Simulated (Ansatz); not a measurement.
C₂H₇BGeO

```yaml
atoms:
  - { symbol: B, position_ang: [-1.4303, 0.6791, -0.3722] }
  - { symbol: C, position_ang: [-0.3671, 0.2812, 0.6380] }
  - { symbol: C, position_ang: [1.1065, 0.7377, 0.5672] }
  - { symbol: O, position_ang: [1.8066, -0.3167, -0.1459] }
  - { symbol: Ge, position_ang: [0.3089, -1.3049, -0.4826] }
  - { symbol: H, position_ang: [-2.5598, 0.2274, -0.2797] }
  - { symbol: H, position_ang: [-1.1360, 1.3580, -1.3431] }
  - { symbol: H, position_ang: [-0.6815, -0.1538, 1.6072] }
  - { symbol: H, position_ang: [1.2143, 1.6974, 0.0135] }
  - { symbol: H, position_ang: [1.5524, 0.8703, 1.5783] }
  - { symbol: H, position_ang: [0.2727, -2.6762, 0.2470] }
  - { symbol: H, position_ang: [-0.0099, -1.4547, -1.9937] }
```

Computed with RKS PBE/def2-SVP (Ansatz 0.2.0).

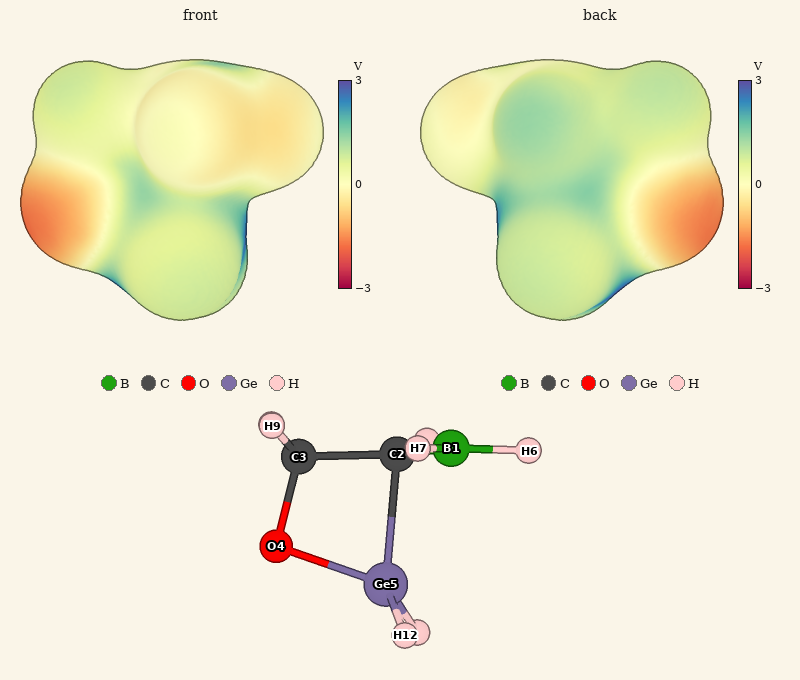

Figure 1. The molecular electrostatic potential painted on the density surface at 0.004 e/bohr³, seen from the front and from behind; the colour scale runs from red (negative) to blue (positive). The bare structure is drawn below in the same view.

Describe the electrostatic potential map.

The most negative region (about −1.7 V) lies over O4, the most positive (about +2.6 V) over Ge5. O4 is the likeliest acceptor of a hydrogen bond.

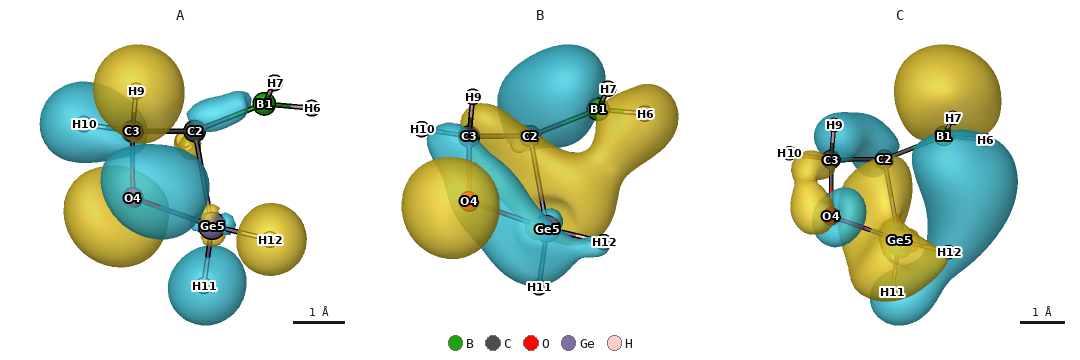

Figure 2. Three frontier orbitals at ±0.08 Å⁻³ᐟ² (yellow and cyan are the two phases), in no order.

Order the three orbitals by energy and name them.

B is the HOMO−1 (−6.73 eV). It lies mainly on O4 (about 40 %), C2 (about 25 %), B1 (about 15 %) and Ge5 (about 10 %). A is the HOMO (−6.10 eV). Its weight (Hirshfeld) is mainly on O4 (about 60 %), C3 (about 10 %), Ge5 (about 5 %) and H9 (about 5 %). C is the LUMO (−1.89 eV). By Hirshfeld shares it lies mainly on B1 (about 40 %), Ge5 (about 20 %), C2 (about 10 %) and O4 (about 10 %).

What is the HOMO–LUMO gap?

4.21 eV between the orbital energies.

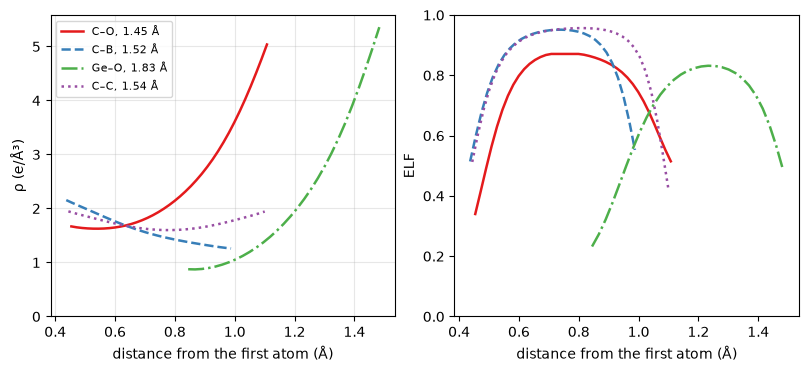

Figure 3. Electron density and ELF along straight lines between neighbouring atoms. The curves leave out the atomic cores.

Compare the contacts.

C–O (1.45 Å): the density is about 1.9 e/Å³ at the midpoint, with its minimum of 1.6 e/Å³ about 0.5 Å from C; the ELF peaks at about 0.85 between the atoms, as expected for a polar covalent bond.
C–B (1.52 Å): ρ at the midpoint is about 1.5 e/Å³; the ELF peaks at about 0.95 between the atoms (localised, covalent bonding).
Ge–O (1.83 Å): ρ at the midpoint is about 0.9 e/Å³; the ELF peaks at about 0.85 in the valence shell of O, 0.6 Å from its nucleus, and is about 0.40 at the midpoint.
C–C (1.54 Å): ρ at the midpoint is about 1.6 e/Å³; the ELF peaks at about 0.95 between the atoms: localised, covalent bonding.

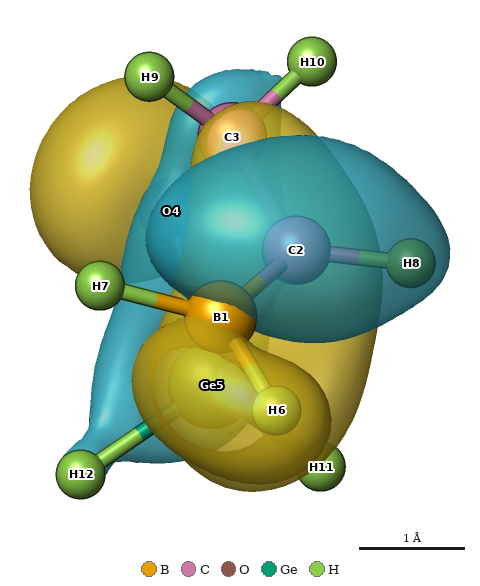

Figure 4. The HOMO−1 at ±0.08 Å⁻³ᐟ² (yellow and cyan are the two phases), seen at an oblique angle.

Where does this orbital lie, and at what energy?

Its weight (Hirshfeld) is mainly on O4 (about 40 %), C2 (about 25 %), B1 (about 15 %) and Ge5 (about 10 %). Its energy is −6.73 eV.
